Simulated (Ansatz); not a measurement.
## Geometry relaxation of C$_{2}$H$_{7}$BSSi

The run: geometry relaxation of C$_{2}$H$_{7}$BSSi. Method and program: RKS PBE0-D4/def2-TZVP (Ansatz 0.2.0).

The geometry: PBE-D4/def2-SVP start. Figures and captions count atoms from 1; the log counts them from 0 in places.

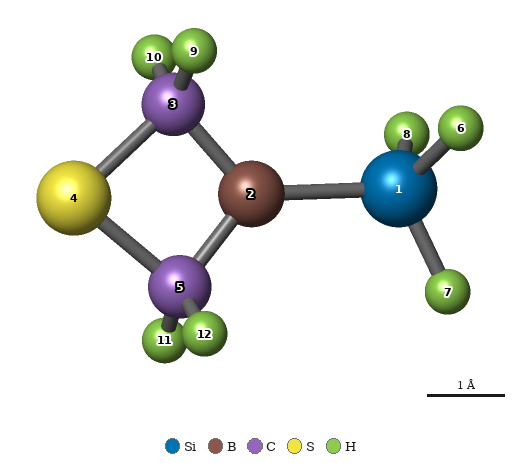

The input geometry (ball-and-stick view, seen at a tilt; atoms are numbered from 1 in the order of the input). Bond lengths as drawn: B–C 1.58 Å, B–Si 2.03 Å, C–H 1.11 Å, C–S 1.85 to 1.86 Å and H–Si 1.51 Å.

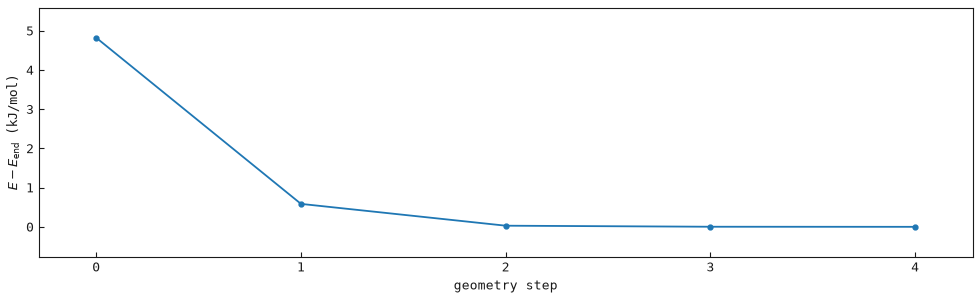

Progress of the relaxation, step by step (the first geometry is step 0 here and step 1 in the log).

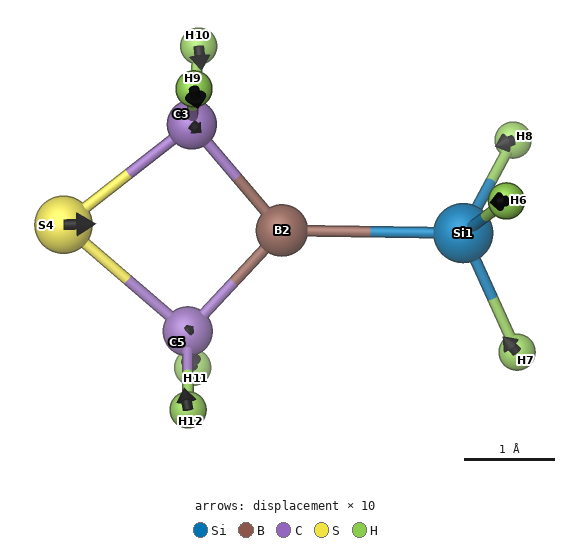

The starting structure with the displacements as black arrows, magnified 10 times (ball-and-stick view, seen at a tilt). The two geometries are laid on each other by the best rigid fit. After 4 geometry steps the energy has fallen by 4.82 kJ/mol. Largest force component: 0.64 eV/Å at the start, 0.0035 eV/Å at the end. The atom that moves furthest after the best rigid fit is S4 (0.037 Å). Largest moves by element: S 0.037 Å, H 0.029 Å, C 0.015 Å, B 0.006 Å, Si 0.004 Å. Among the contacts that change: C3–S4 1.856 → 1.828 Å, S4–C5 1.854 → 1.828 Å, Si1–H6 1.511 → 1.492 Å, C3–H10 1.113 → 1.094 Å. (Atoms are counted from 1 in the order of the input.)

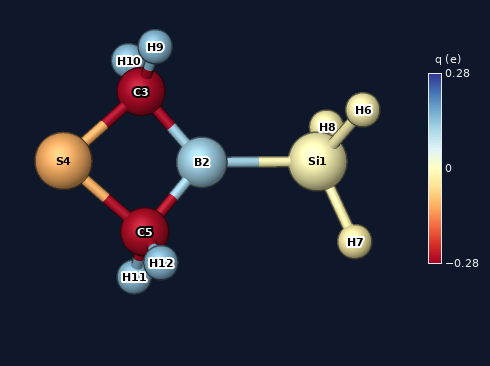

Mulliken charges, as the colour of each atom (ball-and-stick view, seen at a tilt; atoms are numbered from 1 in the order of the input). By element: Si −0.01, B +0.12, C −0.27 to −0.26, S −0.11 and H −0.02 to +0.15 e.

These pictures come from the run below.

Input file
```yaml
crystal:
  periodic: [false, false, false]
  atoms:
    - {symbol: Si, position_ang: [-1.609882, -0.926724, 0.480294]}
    - {symbol: B, position_ang: [0.093817, 0.042447, -0.041061]}
    - {symbol: C, position_ang: [1.169587, 0.768544, 0.867795]}
    - {symbol: S, position_ang: [2.152856, 1.214959, -0.641311]}
    - {symbol: C, position_ang: [0.754840, 0.308490, -1.453488]}
    - {symbol: H, position_ang: [-2.535392, 0.018733, 1.210022]}
    - {symbol: H, position_ang: [-2.366823, -1.505807, -0.687622]}
    - {symbol: H, position_ang: [-1.293629, -2.054702, 1.434393]}
    - {symbol: H, position_ang: [0.795918, 1.643260, 1.445896]}
    - {symbol: H, position_ang: [1.708032, 0.111773, 1.587380]}
    - {symbol: H, position_ang: [1.059510, -0.603267, -2.015561]}
    - {symbol: H, position_ang: [0.148067, 0.927195, -2.152839]}
basis:
  gaussian: {orbitals: def2-TZVP}
hamiltonian: {xc: pbe0, dispersion: d4}
relax: {f_tol: 0.005, max_steps: 150}
```

Launch command:
```bash
ansatz run in.yaml --threads 4 --pin off --events-out ev --progress --plain --max-ram 10444MiB
```

Output
```
Functional definition: PBE0
  name "PBE0"
  cite "Adamo & Barone, J. Chem. Phys. 110, 6158 (1999) doi:10.1063/1.478522"
  cite "Perdew, Burke & Ernzerhof, Phys. Rev. Lett. 77, 3865 (1996) doi:10.1103/PhysRevLett.77.3865"
  parent pbe
  parameter a = 0.25
  parameter kappa = 0.804
  parameter beta = 0.06672455060314922
  exchange = (1 - a)*pbe_x(kappa = kappa, mu = beta*pi^2/3) + a*exact_x
  correlation = pbe_c(beta = beta)
1376 factors; their error is unknown
mean field evaluation 1: about -21559.0762 eV, gradient 5.8e1 eV
mean field evaluation 2: about -21550.6550 eV, gradient 7.8e1 eV
mean field evaluation 4: about -21567.0210 eV, gradient 2.4e0 eV
mean field evaluation 8: about -21567.0842 eV, gradient 6.1e-2 eV
mean field evaluation 16: about -21567.0842 eV, gradient 1.5e-5 eV
mean field -21567.08423531 eV, -792.5757269528 hartree, gradient 1.5e-5 eV, S^2 0.000000; 0 other end points of the search recorded, 0 dependent functions left out
the calculation of the forces begins
reference -21567.08427092 eV, -792.5757282615 hartree; 27, 27 occupied and 182, 182 virtual orbitals, 1376 factors
relax step   1: F+E_penalty+E_count = -21567.32962928 eV  Δ(F+E_penalty+E_count) = +0.000e0 eV  max|allowed force component| = 6.415e-1 eV/Å  Δτ_max = 0.0000 Å  (28 SCF iters, accepted)
these checks for a lower state are left out or cut short: starts, cluster_reference, orbital_swaps, neighbouring_geometries, increment
1376 factors; their error is unknown
mean field -21567.12714028 eV, -792.5773036814 hartree, gradient 2.4e-5 eV, S^2 0.000000; 0 other end points of the search recorded, 0 dependent functions left out
the calculation of the forces begins
reference -21567.12717568 eV, -792.5773049825 hartree; 27, 27 occupied and 182, 182 virtual orbitals, 1376 factors
relax step   2: F+E_penalty+E_count = -21567.37353808 eV  Δ(F+E_penalty+E_count) = -4.391e-2 eV  max|allowed force component| = 3.005e-1 eV/Å  Δτ_max = 0.0249 Å  (32 SCF iters, accepted)
these checks for a lower state are left out or cut short: starts, cluster_reference, orbital_swaps, neighbouring_geometries, increment
1376 factors; their error is unknown
mean field -21567.13241394 eV, -792.5774974849 hartree, gradient 2.3e-5 eV, S^2 0.000000; 0 other end points of the search recorded, 0 dependent functions left out
the calculation of the forces begins
reference -21567.13244927 eV, -792.5774987831 hartree; 27, 27 occupied and 182, 182 virtual orbitals, 1376 factors
relax step   3: F+E_penalty+E_count = -21567.37930213 eV  Δ(F+E_penalty+E_count) = -5.764e-3 eV  max|allowed force component| = 7.271e-2 eV/Å  Δτ_max = 0.0095 Å  (33 SCF iters, accepted)
these checks for a lower state are left out or cut short: starts, cluster_reference, orbital_swaps, neighbouring_geometries, increment
1376 factors; their error is unknown
mean field evaluation 32: about -21567.0835 eV, gradient 4.2e-1 eV
mean field -21567.13263389 eV, -792.5775055678 hartree, gradient 2.3e-5 eV, S^2 0.000000; 0 other end points of the search recorded, 0 dependent functions left out
the calculation of the forces begins
reference -21567.13266923 eV, -792.5775068667 hartree; 27, 27 occupied and 182, 182 virtual orbitals, 1376 factors
relax step   4: F+E_penalty+E_count = -21567.37957725 eV  Δ(F+E_penalty+E_count) = -2.751e-4 eV  max|allowed force component| = 1.659e-2 eV/Å  Δτ_max = 0.0028 Å  (33 SCF iters, accepted)
these checks for a lower state are left out or cut short: starts, cluster_reference, orbital_swaps, neighbouring_geometries, increment
1376 factors; their error is unknown
mean field -21567.13266600 eV, -792.5775067478 hartree, gradient 2.3e-5 eV, S^2 0.000000; 0 other end points of the search recorded, 0 dependent functions left out
the calculation of the forces begins
reference -21567.13270135 eV, -792.5775080470 hartree; 27, 27 occupied and 182, 182 virtual orbitals, 1376 factors
relax step   5: F+E_penalty+E_count = -21567.37960052 eV  Δ(F+E_penalty+E_count) = -2.327e-5 eV  max|allowed force component| = 3.485e-3 eV/Å  Δτ_max = 0.0017 Å  (32 SCF iters, accepted)
1376 factors; their error is unknown
mean field evaluation 64: about -21567.1327 eV, gradient 1.6e-5 eV
mean field -21567.13266600 eV, -792.5775067478 hartree, gradient 7.1e-5 eV, S^2 0.000000; 1 other end points of the search recorded, 0 dependent functions left out
the calculation of the forces begins
reference -21567.13270135 eV, -792.5775080469 hartree; 27, 27 occupied and 182, 182 virtual orbitals, 1376 factors
Total energy: -21567.37963587 eV, -792.5865827233 hartree
Atom 0 at    -1.607804    -0.924856     0.483743 Å, force     0.000691     0.000299    -0.000181 eV/Å
Atom 1 at     0.088927     0.039365    -0.043424 Å, force    -0.003485    -0.002037    -0.001050 eV/Å
Atom 2 at     1.158972     0.761082     0.861183 Å, force     0.000529    -0.000201     0.001295 eV/Å
Atom 3 at     2.122243     1.197836    -0.630302 Å, force     0.001322     0.000785    -0.000435 eV/Å
Atom 4 at     0.750569     0.306916    -1.445926 Å, force     0.000824     0.000908    -0.001002 eV/Å
Atom 5 at    -2.514684     0.017557     1.200838 Å, force     0.000503     0.000087     0.000053 eV/Å
Atom 6 at    -2.349719    -1.494515    -0.674300 Å, force    -0.000056    -0.000043     0.000653 eV/Å
Atom 7 at    -1.283477    -2.036607     1.423516 Å, force     0.000232     0.000484     0.000149 eV/Å
Atom 8 at     0.793042     1.626415     1.422559 Å, force     0.000059    -0.000621     0.000619 eV/Å
Atom 9 at     1.694797     0.113934     1.562555 Å, force    -0.000539     0.000659     0.000595 eV/Å
Atom 10 at     1.062306    -0.587225    -1.995251 Å, force    -0.000413     0.000426    -0.000348 eV/Å
Atom 11 at     0.161729     0.924999    -2.131292 Å, force     0.000334    -0.000746    -0.000348 eV/Å
Dipole moment:    -0.179201    -0.102625     0.044265 e Å
```

Trajectory as extended XYZ (Å, eV, eV/Å), 5 frames, from step=1 to step=5
```
12
Properties=species:S:1:pos:R:3:forces:R:3 step=1 energy=-21567.32963
Si   -1.6099   -0.9267    0.4803   -0.2480  -0.1335   0.1379
B     0.0938    0.0424   -0.0411    0.2165   0.1222  -0.0898
C     1.1696    0.7685    0.8678    0.0984   0.0787   0.2539
S     2.1529    1.2150   -0.6413   -0.6415  -0.3636   0.1966
C     0.7548    0.3085   -1.4535   -0.0147  -0.0347  -0.2870
H    -2.5354    0.0187    1.2100    0.2108  -0.1864  -0.1670
H    -2.3668   -1.5058   -0.6876    0.1835   0.1348   0.2337
H    -1.2936   -2.0547    1.4344   -0.0463   0.2446  -0.2143
H     0.7959    1.6433    1.4459    0.2142  -0.4198  -0.3553
H     1.7080    0.1118    1.5874   -0.2344   0.3368  -0.4246
H     1.0595   -0.6033   -2.0156   -0.0940   0.4880   0.3247
H     0.1481    0.9272   -2.1528    0.3555  -0.2672   0.3912
12
Properties=species:S:1:pos:R:3:forces:R:3 step=2 energy=-21567.37354
Si   -1.6105   -0.9263    0.4857   -0.0538  -0.0308   0.0117
B     0.0868    0.0383   -0.0414    0.0744   0.0433  -0.0156
C     1.1575    0.7609    0.8651    0.1429   0.0832   0.0083
S     2.1320    1.2032   -0.6346   -0.3005  -0.1699   0.0964
C     0.7466    0.3042   -1.4473    0.1094   0.0575  -0.0963
H    -2.5220    0.0185    1.2032    0.0499  -0.0535  -0.0367
H    -2.3500   -1.4950   -0.6800    0.0320   0.0261   0.0655
H    -1.2866   -2.0435    1.4264   -0.0192   0.0627  -0.0493
H     0.7972    1.6337    1.4290    0.0401  -0.1460  -0.0994
H     1.7022    0.1151    1.5694   -0.1006   0.0911  -0.1212
H     1.0638   -0.5911   -2.0026   -0.0591   0.1385   0.1078
H     0.1598    0.9269   -2.1390    0.0844  -0.1024   0.1288
12
Properties=species:S:1:pos:R:3:forces:R:3 step=3 energy=-21567.37930
Si   -1.6077   -0.9249    0.4828   -0.0006   0.0001   0.0049
B     0.0892    0.0397   -0.0419   -0.0110  -0.0070  -0.0066
C     1.1587    0.7612    0.8623    0.0432   0.0189  -0.0620
S     2.1245    1.1990   -0.6317   -0.0727  -0.0412   0.0222
C     0.7485    0.3056   -1.4451    0.0621   0.0408   0.0313
H    -2.5155    0.0155    1.1999   -0.0061   0.0107   0.0051
H    -2.3496   -1.4943   -0.6748   -0.0005  -0.0014  -0.0094
H    -1.2855   -2.0367    1.4221    0.0059  -0.0095   0.0074
H     0.7954    1.6274    1.4224   -0.0125   0.0151   0.0141
H     1.6966    0.1155    1.5623    0.0062  -0.0156   0.0172
H     1.0612   -0.5873   -1.9943    0.0026  -0.0215  -0.0105
H     0.1611    0.9241   -2.1301   -0.0165   0.0107  -0.0136
12
Properties=species:S:1:pos:R:3:forces:R:3 step=4 energy=-21567.37958
Si   -1.6078   -0.9248    0.4841    0.0017   0.0007  -0.0032
B     0.0888    0.0394   -0.0432   -0.0108  -0.0062   0.0043
C     1.1585    0.7609    0.8614    0.0157   0.0074  -0.0124
S     2.1222    1.1978   -0.6306   -0.0076  -0.0042   0.0040
C     0.7498    0.3064   -1.4457    0.0166   0.0108   0.0013
H    -2.5151    0.0173    1.2009   -0.0002   0.0005   0.0006
H    -2.3484   -1.4937   -0.6750   -0.0031  -0.0019   0.0006
H    -1.2839   -2.0370    1.4235    0.0003  -0.0001   0.0008
H     0.7935    1.6268    1.4222   -0.0038   0.0013   0.0057
H     1.6952    0.1141    1.5622   -0.0011  -0.0028   0.0062
H     1.0623   -0.5873   -1.9949   -0.0027  -0.0048  -0.0036
H     0.1617    0.9250   -2.1309   -0.0050  -0.0008  -0.0042
12
Properties=species:S:1:pos:R:3:forces:R:3 step=5 energy=-21567.37960
Si   -1.6078   -0.9249    0.4837    0.0007   0.0003  -0.0002
B     0.0889    0.0394   -0.0434   -0.0035  -0.0020  -0.0010
C     1.1590    0.7611    0.8612    0.0005  -0.0002   0.0013
S     2.1222    1.1978   -0.6303    0.0013   0.0008  -0.0004
C     0.7506    0.3069   -1.4459    0.0008   0.0009  -0.0010
H    -2.5147    0.0176    1.2008    0.0005   0.0001   0.0001
H    -2.3497   -1.4945   -0.6743   -0.0001   0.0000   0.0007
H    -1.2835   -2.0366    1.4235    0.0002   0.0005   0.0001
H     0.7930    1.6264    1.4226    0.0001  -0.0006   0.0006
H     1.6948    0.1139    1.5626   -0.0005   0.0007   0.0006
H     1.0623   -0.5872   -1.9953   -0.0004   0.0004  -0.0003
H     0.1617    0.9250   -2.1313    0.0003  -0.0007  -0.0003
```

Key numbers

| quantity | value |
| --- | --- |
| outcome | converged |
| total energy | −21567.3796 eV |
| mean-field energy | −21567.1327 eV |
| dispersion energy | −0.2469 eV |
| SCF solution under orbital rotations | stable |
| largest force (length of the vector) at the end | 0.004 eV/Å |
| dipole moment | 1.01 D |
| hardware | 4 CPU threads, shared host |
| wall time | 30 s (CPU time 1.7 min) |
| peak memory | 0.6 GiB |
